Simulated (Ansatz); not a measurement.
Species, as SMILES: [B](F)F, doublet.
Atoms: B1, F2, F3. Bonds: B1-F2, B1-F3.

Basis-set convergence of the lowest harmonic wavenumber at B3LYP with Ansatz (a first-principles code). Each level at its own minimum, finite differences of forces, unscaled; the reference is a large set that could be run, not a limit. Cartesian d functions, on some or all atoms, in 6-31G**; all else is spherical. The program fits the integrals of some runs and decomposes those of others, by size. Open shells are unrestricted. No added dispersion term, no relativity. Reference: the value in def2-QZVPP, 521 cm⁻¹, itself unsure by roughly 2 cm⁻¹ (its mean distance from cc-pVQZ, aug-pcseg-2, aug-cc-pVTZ). Deviations are taken from unrounded values.

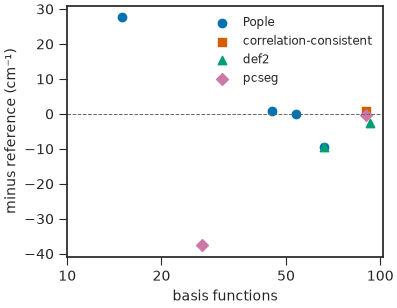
*Deviation from the reference against the number of basis functions, by family of sets.*

```tsv
basis	functions	lowest harmonic wavenumber (cm⁻¹)	minus reference (cm⁻¹)
STO-3G	15	549	28
pcseg-0	27	484	-38
6-31G**	45	522	1
6-311G**	54	522	0
6-311+G**	66	512	-9
def2-SVPD	66	512	-10
cc-pVTZ	90	522	1
pcseg-2	90	521	0
def2-TZVPP	93	519	-3
```
